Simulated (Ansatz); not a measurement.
# Run report: C2H11NOSi2, molecular dynamics (part 4 of 4)

C2H11NOSi2; RKS LDA/STO-3G (Ansatz 0.2.0). It belongs to a series of runs on one base structure; here: dynamics from the start.

Geometry of the input (Å):
```
Si -0.0161  -0.0032  -0.1735
H  -0.1526  0.0192  1.2792
H  1.3606  0.0963  -0.6226
O  -0.7809  1.3398  -0.8814
Si -2.4615  1.3891  -0.6049
H  -2.8097  1.1919  0.7985
H  -2.9086  2.7034  -1.0275
H  -3.1807  0.3835  -1.3791
N  -0.6097  -1.5725  -0.6409
C  -1.8043  -2.1364  0.0055
H  -1.8378  -1.8162  1.0634
H  -2.7622  -1.8299  -0.4773
H  -1.7653  -3.2449  -0.0215
C  -0.4614  -2.0208  -2.0344
H  -1.2903  -1.6880  -2.7026
H  0.4875  -1.6330  -2.4489
H  -0.4329  -3.1293  -2.0782
```

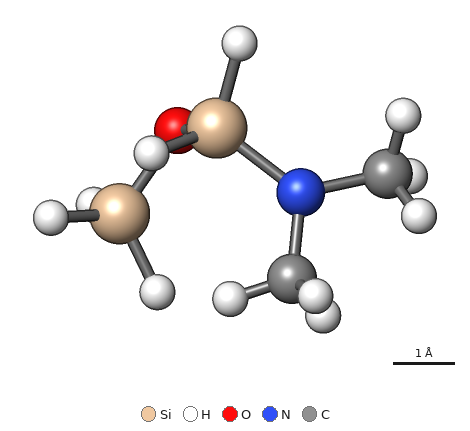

Figure 1. The geometry at step 183 of the log (ball-and-stick view, seen at a tilt).

Trajectory as extended XYZ, continued
```
17
Properties=species:S:1:pos:R:3:forces:R:3 step=106 time_fs=106.0 energy=-21175.53989 temperature=177.9
Si   -0.0193   -0.0085   -0.2241   -0.0206   1.8235  -0.2408
H    -0.1219    0.1497    1.2289   -0.0803  -0.3527  -0.0741
H     1.3485    0.0742   -0.6756    0.1747   0.2000  -0.1208
O    -0.8822    1.3071   -0.9341    0.3168  -0.2710   0.1637
Si   -2.5170    1.4916   -0.4751    0.6428  -0.2233   0.5567
H    -2.7861    0.9705    0.8616    0.0027   0.0257   0.0118
H    -2.8304    2.9105   -0.4565    0.0026  -0.0027  -0.1888
H    -3.4038    0.7853   -1.3673   -0.2496  -0.0540  -0.3268
N    -0.5769   -1.5299   -0.7145   -0.2969  -0.8663  -0.6373
C    -1.8477   -2.0054   -0.2067   -1.3197  -0.9187   0.9861
H    -1.7962   -2.0106    0.9027   -0.3309  -0.0523   0.0510
H    -2.8440   -1.4803   -0.4784    1.5090  -0.4045  -0.1593
H    -1.8903   -3.0663   -0.5531   -0.6538   0.3837   0.4729
C    -0.2224   -2.3525   -1.8760   -1.2780   1.2908  -3.0206
H    -1.1748   -2.4045   -2.5856    1.8805  -0.4308   1.4109
H     0.5369   -1.8874   -2.5666   -0.0967  -0.0930   0.9287
H     0.1269   -3.3775   -1.6318   -0.2027  -0.0543   0.1868
17
Properties=species:S:1:pos:R:3:forces:R:3 step=115 time_fs=115.0 energy=-21175.63410 temperature=240.0
Si   -0.0337    0.0092   -0.2628   -0.7011   0.3722   0.7779
H    -0.0214    0.0830    1.2060   -0.1967  -0.0516  -0.2294
H     1.2598    0.2060   -0.7734    1.1960  -0.0529  -0.5315
O    -0.8960    1.3129   -0.9003    0.8105   0.1479  -0.2676
Si   -2.4898    1.5036   -0.4619   -1.2075  -0.5158   0.0599
H    -2.7594    1.0497    0.9109   -0.0232   0.2025  -0.2274
H    -2.9103    2.8660   -0.6742    0.2264   0.4310   0.2411
H    -3.3748    0.7802   -1.3742    0.0763  -0.2323   0.1760
N    -0.5849   -1.5580   -0.6940   -0.0955  -0.7786   0.1695
C    -1.8733   -2.0623   -0.1990   -1.6478   0.1552  -1.3092
H    -1.9706   -2.1184    0.8954    0.1222   0.3154   0.3639
H    -2.7284   -1.4153   -0.6321    0.7266  -0.8576   0.8682
H    -2.0713   -3.1016   -0.5926    0.3770   0.7528   0.3740
C    -0.1881   -2.3375   -1.8732   -1.4802   0.2126  -1.3072
H    -1.1635   -2.5750   -2.4992    2.1488   0.7833   0.5233
H     0.6142   -1.8012   -2.4672   -0.8362  -0.6176   0.3525
H     0.1574   -3.3371   -1.5564    0.5047  -0.2665  -0.0339
17
Properties=species:S:1:pos:R:3:forces:R:3 step=125 time_fs=125.0 energy=-21175.65113 temperature=261.1
Si   -0.0384    0.0371   -0.3023    0.3843  -2.3015   0.1710
H    -0.0505   -0.0076    1.1568    0.0972   0.3289   0.0603
H     1.2646    0.2019   -0.9479   -0.1424  -0.2602   0.3175
O    -0.8761    1.3326   -0.8769   -0.2978   0.8523  -0.4659
Si   -2.4908    1.5129   -0.4503   -0.5962  -0.0451  -0.2339
H    -2.7730    1.2393    0.9564    0.0472  -0.0285  -0.0353
H    -2.7950    2.9083   -0.7367   -0.1467  -0.1404   0.0066
H    -3.3229    0.6119   -1.2733    0.1043   0.3635   0.2721
N    -0.6048   -1.6273   -0.6649   -0.5695   0.6392   0.0061
C    -1.9392   -2.1131   -0.1918   -0.6477   1.3198  -0.8132
H    -2.0303   -2.0461    0.9074    0.2100  -0.2073   0.2176
H    -2.7897   -1.4388   -0.5893    0.8221  -1.0518   0.2788
H    -2.1367   -3.1606   -0.5354    0.2537   0.5465   0.2676
C    -0.1496   -2.3290   -1.8609    0.2254   0.4261  -2.6959
H    -0.9022   -2.5530   -2.7474    0.8865   0.4038   2.0605
H     0.6537   -1.7364   -2.3828   -0.4455  -0.0975   0.5462
H     0.3609   -3.2658   -1.5959   -0.1850  -0.7478   0.0399
17
Properties=species:S:1:pos:R:3:forces:R:3 step=135 time_fs=135.0 energy=-21175.55888 temperature=226.4
Si   -0.0408   -0.0015   -0.3322    0.3777  -0.7612  -0.2088
H    -0.0130    0.1429    1.1165    0.1156  -0.1169   0.1671
H     1.3270    0.0007   -0.9703   -1.1756   0.1615   0.5718
O    -0.8629    1.3921   -0.8791    0.0417  -0.4835  -0.2579
Si   -2.5053    1.5253   -0.4389    0.3840   0.5150  -0.2197
H    -2.7537    1.4061    0.9817    0.0373  -0.1642   0.3025
H    -2.8051    2.9162   -0.7956   -0.2359  -0.4542  -0.0914
H    -3.3514    0.5371   -1.1070   -0.0193   0.2280  -0.0686
N    -0.6460   -1.6589   -0.6414    0.8210   0.9796  -0.8581
C    -1.9819   -2.1068   -0.1852    0.1379  -0.8391  -0.3255
H    -1.9731   -2.0448    0.9179   -0.4811   0.3427   0.1549
H    -2.9514   -1.6489   -0.6068    1.3487  -0.0777   0.3044
H    -2.0373   -3.1945   -0.4049   -0.1594   0.1058  -0.0344
C    -0.0487   -2.3162   -1.8754   -3.2799   1.2602  -0.5583
H    -0.9062   -2.4352   -2.6748    1.8723   0.2781   1.0416
H     0.7321   -1.6047   -2.2206   -0.0841  -0.6254  -0.2949
H     0.3528   -3.3237   -1.7060    0.2988  -0.3487   0.3755
17
Properties=species:S:1:pos:R:3:forces:R:3 step=144 time_fs=144.0 energy=-21175.64994 temperature=280.4
Si   -0.0577   -0.0592   -0.3465   -0.1189   2.3341   0.5924
H     0.0880    0.2011    1.0815   -0.2167  -0.3961   0.1835
H     1.2762   -0.0769   -0.9175   -0.1319   0.2170  -0.1913
O    -0.8522    1.4272   -0.8949   -0.0086  -1.3339  -0.0070
Si   -2.5081    1.5432   -0.4255    0.5154   0.1827  -0.1214
H    -2.6792    1.4660    1.0231   -0.0185   0.0518  -0.0416
H    -3.0152    2.8018   -0.9452    0.2646   0.1515   0.2159
H    -3.4130    0.5857   -1.0145   -0.0201  -0.5431  -0.0987
N    -0.6514   -1.6362   -0.6604    0.1536  -0.1313   0.1381
C    -1.9614   -2.1461   -0.1661    0.0993   0.2725  -1.7638
H    -2.1470   -1.8972    0.8768    0.3394   0.1781   0.8429
H    -2.7975   -1.6562   -0.7332    0.0376  -0.4929   0.0709
H    -2.0401   -3.2483   -0.2910    0.1113   0.2579  -0.0067
C    -0.0392   -2.2667   -1.8445   -1.4055   0.4441  -1.6727
H    -0.7354   -2.3130   -2.7596    0.6106  -0.1377   1.1025
H     0.8615   -1.7358   -2.2138   -0.2411   0.3782   0.4872
H     0.3158   -3.2620   -1.6312    0.0294  -1.4329   0.2698
17
Properties=species:S:1:pos:R:3:forces:R:3 step=154 time_fs=154.0 energy=-21175.75010 temperature=342.3
Si   -0.0824   -0.0551   -0.3408   -1.0645   1.9470   1.4954
H     0.0321   -0.0191    1.1298   -0.1510   0.2336  -0.2877
H     1.1544    0.0097   -0.9927    1.3350   0.0423  -0.4914
O    -0.8436    1.3971   -0.9124   -0.5956  -0.5962   0.2539
Si   -2.4998    1.5605   -0.4177    0.7358  -0.8167   0.4275
H    -2.6077    1.5720    1.0525   -0.0270   0.0868  -0.3513
H    -3.0544    2.7713   -0.9640    0.0928   0.3155  -0.1132
H    -3.3269    0.4476   -0.8812    0.0486   0.0808  -0.0045
N    -0.6524   -1.6165   -0.6798   -0.5174  -0.3385  -0.0627
C    -1.9180   -2.1599   -0.1932   -0.2282  -0.0232  -1.3210
H    -2.0901   -1.7531    0.7979   -0.4406   0.1893   0.7782
H    -2.7630   -1.8833   -0.8790   -0.0102  -0.0126   0.4407
H    -1.9261   -3.2679   -0.1592    0.3427   0.0032   0.1708
C    -0.0572   -2.2629   -1.8272   -0.8077   0.5613  -1.2441
H    -0.6615   -2.2562   -2.7979    0.4803   0.2811   0.8236
H     0.8972   -1.7346   -1.9639    0.2736  -0.4245  -0.5981
H     0.0928   -3.2964   -1.5792    0.5334  -1.5290   0.0840
17
Properties=species:S:1:pos:R:3:forces:R:3 step=163 time_fs=163.0 energy=-21175.70873 temperature=333.2
Si   -0.1018    0.0020   -0.3158    0.4930  -1.5102   0.2749
H    -0.1328   -0.0704    1.1487    0.0959   0.4819  -0.0369
H     1.1775    0.0967   -0.9982    0.1922  -0.1429   0.4014
O    -0.8641    1.3410   -0.9193   -0.7648   1.0072  -0.3060
Si   -2.4750    1.5622   -0.4100    0.2007  -0.4540   0.2809
H    -2.5761    1.7287    1.0353    0.0248  -0.1012   0.0415
H    -2.9389    2.8110   -0.9825   -0.1648  -0.1720  -0.2869
H    -3.2206    0.3402   -0.7616   -0.1937   0.5902  -0.0421
N    -0.6677   -1.6084   -0.7054    1.1153   1.2374  -0.6416
C    -1.8985   -2.1631   -0.2328    0.7173  -1.8454   0.8567
H    -2.1539   -1.7105    0.7029   -0.4087   0.8593   1.3256
H    -2.8054   -2.1451   -0.8415   -0.4154   0.1523  -0.9686
H    -1.6655   -3.2206    0.0279   -0.6227  -0.1566  -0.2091
C    -0.0683   -2.3149   -1.8352    0.3321   1.9013  -0.2197
H    -0.6167   -2.0981   -2.7531   -0.3233  -0.2439  -0.9618
H     0.9688   -1.9712   -1.9927    0.0159   0.2132   0.0503
H    -0.0028   -3.3704   -1.7014   -0.2937  -1.8165   0.4413
17
Properties=species:S:1:pos:R:3:forces:R:3 step=173 time_fs=173.0 energy=-21175.70620 temperature=346.1
Si   -0.1075    0.0308   -0.2775    1.8297  -1.0477  -0.1906
H    -0.2576    0.1984    1.1613   -0.0212  -0.3524   0.2079
H     1.3416    0.1032   -0.6984   -1.2886   0.0393   0.2360
O    -0.9153    1.3212   -0.9466    1.2556   0.2008  -0.9552
Si   -2.4435    1.5607   -0.3918   -1.9006   0.6661  -0.6177
H    -2.5207    1.8329    1.0244    0.0142   0.0434   0.3682
H    -2.9135    2.7069   -1.1722   -0.0172  -0.1034   0.3775
H    -3.3605    0.4670   -0.7033    0.0728  -0.0600   0.1565
N    -0.6426   -1.5548   -0.7643   -0.7602  -1.1678   0.5710
C    -1.8927   -2.2181   -0.1983    2.2425   0.1611  -1.7369
H    -2.2951   -1.5998    0.5765   -0.5694   0.6525   1.1795
H    -2.6167   -2.3052   -1.0064   -0.8937  -0.0062  -0.4710
H    -1.7174   -3.2607    0.1525    0.2865   0.2937   0.2134
C    -0.0787   -2.3614   -1.8879   -0.0237   2.0867   0.9712
H    -0.5345   -2.1586   -2.8529   -0.5301   0.4792  -0.9601
H     1.0016   -2.1890   -2.0023    0.2487  -0.0676   0.1428
H    -0.2919   -3.3874   -1.7005    0.0547  -1.8178   0.5075
17
Properties=species:S:1:pos:R:3:forces:R:3 step=183 time_fs=183.0 energy=-21175.68451 temperature=344.1
Si   -0.0937    0.0234   -0.2294    0.2897  -0.2322  -0.6998
H    -0.3764    0.1882    1.1871   -0.0699  -0.4030   0.2144
H     1.3733    0.1650   -0.4492   -0.9152  -0.1208  -0.1969
O    -0.9097    1.3153   -1.0223    0.4211  -0.5116   0.1410
Si   -2.4623    1.5748   -0.3775   -0.2143   0.7778  -0.5734
H    -2.4317    1.9146    1.0372    0.0392   0.0635   0.0573
H    -2.9756    2.6772   -1.1874    0.0906   0.0019   0.3429
H    -3.4597    0.5426   -0.5324    0.0057  -0.5367  -0.0101
N    -0.6486   -1.5526   -0.7949    0.1695   0.2461   0.1113
C    -1.8337   -2.2132   -0.2279    0.5262  -0.2627  -0.1001
H    -2.3804   -1.5865    0.4544   -0.3606   1.0102   0.8299
H    -2.5456   -2.4684   -1.0153   -0.4545  -0.3587  -0.5328
H    -1.6027   -3.1448    0.3385    0.1627  -0.0538  -0.2066
C    -0.1173   -2.3756   -1.9152    0.7363   1.6096   1.7121
H    -0.4658   -2.1367   -2.9132   -0.4979   0.4043  -0.9113
H     0.9719   -2.3879   -1.9064    0.7871   0.4160  -0.2313
H    -0.3821   -3.3703   -1.6696   -0.7158  -2.0497   0.0534
17
Properties=species:S:1:pos:R:3:forces:R:3 step=192 time_fs=192.0 energy=-21175.38604 temperature=202.6
Si   -0.0935    0.0070   -0.1955   -2.4728  -0.7032  -0.7652
H    -0.4878   -0.1177    1.2185    0.2304   0.4049  -0.2333
H     1.2750    0.1839   -0.4502    1.3335   0.0385  -0.1841
O    -0.8809    1.2873   -1.0862   -1.1617  -0.1142   1.2997
Si   -2.4923    1.5986   -0.3750    2.0016  -0.2170   0.3189
H    -2.3207    2.0082    1.0313   -0.0830  -0.2059  -0.3355
H    -3.0383    2.7560   -1.0404   -0.2126  -0.0644  -0.3672
H    -3.3764    0.4333   -0.3538   -0.0217   0.1955  -0.2393
N    -0.6458   -1.5467   -0.8169    0.4124   0.5042  -0.1075
C    -1.8072   -2.1874   -0.2497    1.6977  -1.6541   1.8444
H    -2.3273   -1.4751    0.3527   -1.0452   0.7109   1.0123
H    -2.4860   -2.6682   -0.9410   -0.6839  -0.0155  -1.0510
H    -1.4163   -3.0354    0.4082   -0.9251   0.5493  -0.1564
C    -0.1289   -2.3813   -1.8881    1.9560   1.4957   0.0085
H    -0.4561   -2.0154   -2.8355   -0.6305   0.5669  -1.9315
H     0.9808   -2.3600   -1.9548   -0.0877  -0.1754   0.2732
H    -0.4658   -3.3983   -1.8494   -0.3076  -1.3162   0.6139
17
Properties=species:S:1:pos:R:3:forces:R:3 step=202 time_fs=202.0 energy=-21175.55494 temperature=296.5
Si   -0.1275   -0.0228   -0.1920   -1.0486   0.4335  -0.3483
H    -0.4816   -0.1639    1.2339    0.1331   0.4383  -0.3344
H     1.2626    0.1340   -0.4426    0.8362   0.1888  -0.0975
O    -0.9054    1.2486   -1.0910   -0.7029   0.2294   0.9268
Si   -2.4714    1.6219   -0.3760    1.1417  -1.0975   0.1863
H    -2.2449    2.0401    1.0073   -0.1988   0.0329  -0.0864
H    -3.1773    2.6723   -1.0715    0.1327   0.1015  -0.2924
H    -3.3153    0.4107   -0.3272    0.1000   0.4482  -0.0351
N    -0.6269   -1.5274   -0.8364   -0.8493  -1.1492   0.8953
C    -1.7933   -2.1837   -0.1872    1.0672  -0.5483   0.3996
H    -2.4479   -1.4794    0.3028   -0.4033   1.0270   0.5264
H    -2.3885   -2.6009   -0.9842   -0.7465  -0.9297  -0.5930
H    -1.5846   -2.9877    0.6050    0.2013   0.6472  -1.0540
C    -0.0935   -2.3399   -1.9393    1.3358   0.8797   1.7182
H    -0.4096   -2.0004   -2.9065   -0.3812   0.4677  -1.5370
H     1.0203   -2.3844   -1.9061   -0.2276   0.1604  -0.1947
H    -0.4473   -3.3401   -1.7820   -0.3899  -1.3297  -0.0796
17
Properties=species:S:1:pos:R:3:forces:R:3 step=212 time_fs=212.0 energy=-21175.60441 temperature=334.4
Si   -0.1694   -0.0354   -0.2147    1.5568   0.8343  -0.2997
H    -0.4325    0.1190    1.2122   -0.1765  -0.3743   0.0349
H     1.2946    0.1407   -0.4228   -0.8404  -0.0982  -0.1529
O    -0.9626    1.2177   -1.0454    1.4293  -0.1425  -0.5400
Si   -2.4155    1.6273   -0.3769   -2.0243  -0.2201  -0.0345
H    -2.3128    2.1222    0.9783    0.0506   0.2739   0.2339
H    -3.1090    2.5468   -1.2639    0.3158   0.2920   0.1330
H    -3.3451    0.4946   -0.3207    0.1565  -0.0017   0.1643
N    -0.6453   -1.5706   -0.8135    0.3468   0.0946  -0.6701
C    -1.8101   -2.1654   -0.1568    1.3526  -1.9656   0.5412
H    -2.4285   -1.3888    0.2812   -0.5175   0.3926   0.5189
H    -2.4023   -2.7348   -0.8639   -0.7330  -0.2613  -0.7431
H    -1.5083   -2.9506    0.6313   -0.4143   1.0916  -0.5128
C    -0.0436   -2.2871   -1.9763    0.8158   0.2958   2.0435
H    -0.3217   -2.0099   -2.9831   -0.6748   0.9992  -0.9773
H     1.0750   -2.2793   -1.9456   -0.4086   0.1954   0.1560
H    -0.3456   -3.3130   -1.8774   -0.2347  -1.4056   0.1046
17
Properties=species:S:1:pos:R:3:forces:R:3 step=221 time_fs=221.0 energy=-21175.38995 temperature=237.8
Si   -0.1861   -0.0301   -0.2400    2.2286  -1.3209  -0.3129
H    -0.4765    0.1338    1.1701    0.0366  -0.3875   0.3851
H     1.2630    0.1454   -0.5758   -0.9143  -0.2282   0.2675
O    -0.9582    1.1883   -1.0245    0.4763   0.7180  -0.9700
Si   -2.4089    1.6313   -0.3722   -1.1736   1.5009  -0.3837
H    -2.3604    2.3060    0.9197    0.2331  -0.1008   0.0691
H    -2.8492    2.6204   -1.3622   -0.3772  -0.2865   0.3723
H    -3.3315    0.5341   -0.2151   -0.3593  -0.2675  -0.0732
N    -0.6518   -1.6142   -0.8120   -0.4310   0.5028   1.0885
C    -1.8329   -2.1969   -0.1580    2.1371  -1.0967   2.3551
H    -2.3996   -1.4062    0.3150   -0.7923   0.8314   0.0964
H    -2.5095   -2.7881   -0.7733   -0.1535  -0.4653  -0.5782
H    -1.4699   -2.8106    0.7722   -0.9252   0.2349  -1.6065
C    -0.0147   -2.2609   -1.9588    1.4921   1.2873   0.4375
H    -0.4026   -1.7437   -2.8420    0.0454  -0.2802  -1.1908
H     1.1159   -2.0200   -1.9066   -1.5063  -0.6946  -0.2275
H    -0.1860   -3.3501   -2.0494   -0.0166   0.0527   0.2715
17
Properties=species:S:1:pos:R:3:forces:R:3 step=231 time_fs=231.0 energy=-21175.56820 temperature=342.5
Si   -0.1664   -0.0631   -0.2621   -0.2760  -0.7590   0.8132
H    -0.4416   -0.1332    1.1737    0.1964   0.4501   0.0201
H     1.1904    0.0558   -0.6822    0.7608   0.0748   0.0215
O    -0.9306    1.1941   -1.0483   -0.8832   0.7042   0.0577
Si   -2.4390    1.6654   -0.3713    0.7227   0.7711  -0.2586
H    -2.2423    2.4099    0.8873   -0.0889  -0.4192  -0.2118
H    -2.9185    2.6438   -1.3379   -0.2678  -0.2115   0.0883
H    -3.3988    0.5892   -0.1622   -0.0174  -0.0242  -0.0088
N    -0.6681   -1.6347   -0.7601    0.5484   0.2570  -0.2245
C    -1.8382   -2.2416   -0.1115    0.7478  -2.0425  -0.0156
H    -2.5077   -1.4517    0.1989   -0.5904   0.6312   0.7972
H    -2.4109   -2.8220   -0.8400   -0.2919  -0.3729  -0.5176
H    -1.6594   -3.0018    0.7648    0.1219   1.5424  -1.1910
C     0.0003   -2.1715   -1.9564    1.6918  -0.6686   0.1621
H    -0.3442   -1.8277   -2.9596   -0.3297   0.3763   0.2025
H     1.1407   -1.9345   -1.9174   -1.8611  -0.1874   0.0176
H    -0.0503   -3.2755   -2.0101   -0.1834  -0.1218   0.2478
17
Properties=species:S:1:pos:R:3:forces:R:3 step=240 time_fs=240.0 energy=-21175.33221 temperature=238.9
Si   -0.1365   -0.1108   -0.2649   -1.4789   2.5338   1.4919
H    -0.2748   -0.0983    1.2129   -0.0644   0.3565  -0.5176
H     1.2207   -0.0132   -0.6475    0.9260   0.1766  -0.3742
O    -0.9409    1.2316   -1.0723    0.0337  -0.7183   0.5021
Si   -2.4541    1.7114   -0.3826    0.3754  -1.1859   0.4134
H    -2.1599    2.3316    0.9067   -0.2595   0.1768  -0.0751
H    -3.1905    2.5686   -1.2733    0.2830   0.4962  -0.2640
H    -3.4423    0.6419   -0.1279    0.5179   0.0760   0.0375
N    -0.6617   -1.6388   -0.7122   -0.3102  -0.5130  -1.0045
C    -1.8648   -2.3045   -0.1382    2.5553  -1.3186   0.9877
H    -2.5731   -1.5968    0.2772   -0.6851   0.7685  -0.0139
H    -2.3055   -2.8956   -0.9417   -0.6354  -0.5163  -0.0775
H    -1.5651   -2.9885    0.7704   -0.5643   0.8205  -1.7182
C    -0.0004   -2.1365   -1.9513    1.2077  -0.7717   1.0199
H    -0.4520   -1.8289   -2.9461    0.2228  -0.0581   0.7267
H     1.1302   -1.7660   -1.8892   -2.5052  -0.9967  -0.5050
H    -0.0437   -3.2616   -1.8605    0.3812   0.6737  -0.6293
17
Properties=species:S:1:pos:R:3:forces:R:3 step=250 time_fs=250.0 energy=-21175.32525 temperature=251.0
Si   -0.1204   -0.0912   -0.2454   -0.3518   2.1357  -0.5165
H    -0.1747    0.2060    1.1825   -0.1997  -0.4101   0.1203
H     1.2897   -0.0113   -0.7022   -0.8026  -0.0352   0.1129
O    -0.9528    1.2388   -1.0736    0.3778  -0.7908   0.3418
Si   -2.4552    1.7421   -0.3907    0.6307  -1.0611   0.4050
H    -2.2528    2.3872    0.8869    0.0950   0.3023   0.2445
H    -3.1729    2.6635   -1.2509    0.1813  -0.0869  -0.2284
H    -3.2902    0.5887   -0.0530   -0.1511   0.1154  -0.2388
N    -0.6636   -1.6668   -0.7012   -0.0331   0.1635   0.9320
C    -1.8392   -2.3810   -0.2058    1.4319  -1.8088   2.2677
H    -2.5964   -1.7053    0.1652   -0.5715   0.7846   0.7013
H    -2.3697   -3.0343   -0.8976    0.1485  -0.1774  -1.1524
H    -1.5094   -3.1126    0.6533   -0.8560   1.3054  -1.1391
C    -0.0501   -2.1647   -1.8913    2.4769   0.5525  -3.3168
H    -0.6461   -1.8115   -2.7936    0.5226  -0.6452   0.2233
H     1.0284   -1.6810   -2.0516   -2.3816  -1.0042   0.5671
H     0.1221   -3.2764   -2.0170   -0.5172   0.6604   0.6761
```
